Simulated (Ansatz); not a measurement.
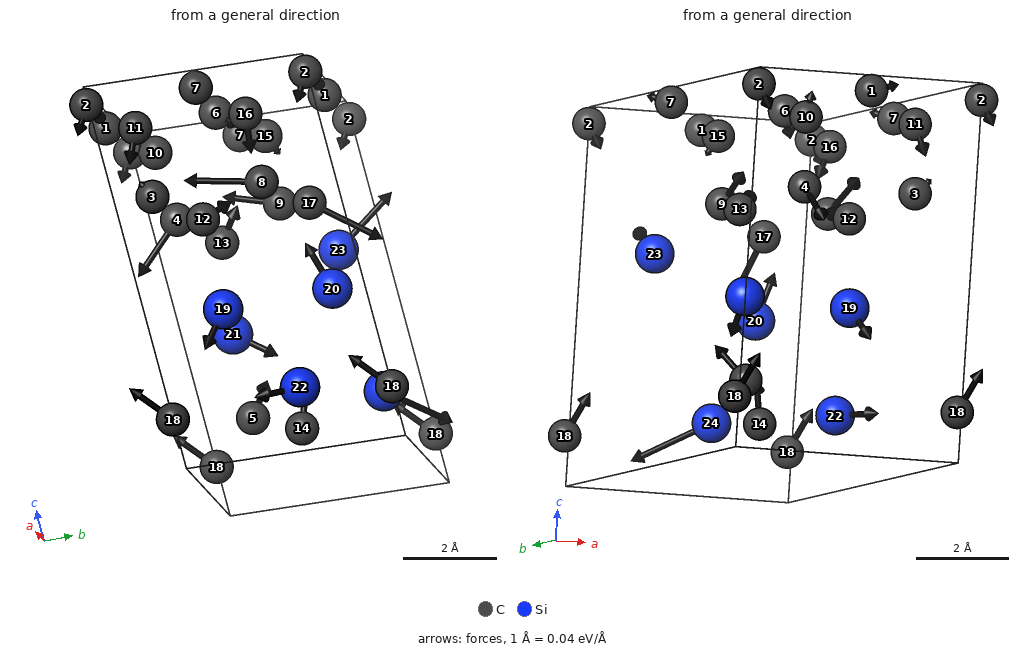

Crystal structure, spheres-only style, seen from two general directions. The wireframe shows the simulation cell. The arrows are the computed forces on the atoms.

System: SiC3. Setup: DFT PBEsol, scalar-relativistic, plane waves, PAW (Ansatz 0.2.0); a basis cut at 420 eV, a 7×7×5 k-point grid, Gaussian smearing of 0.1 eV, no spin polarisation.

Judging by the arrows, is the geometry relaxed?

No. The atoms still feel forces of up to about 0.064 eV/Å, above a usual threshold of 0.01 to 0.03 eV/Å.

Provenance: a structure type filled with these elements by a generator (whether the compound takes this form wasn't checked). Earlier steps of the study, as a rule a relaxation of our own, may have changed the cell and positions, so they can lie some per cent off the listed ones. Ansatz was used for an electronic-structure calculation on it.
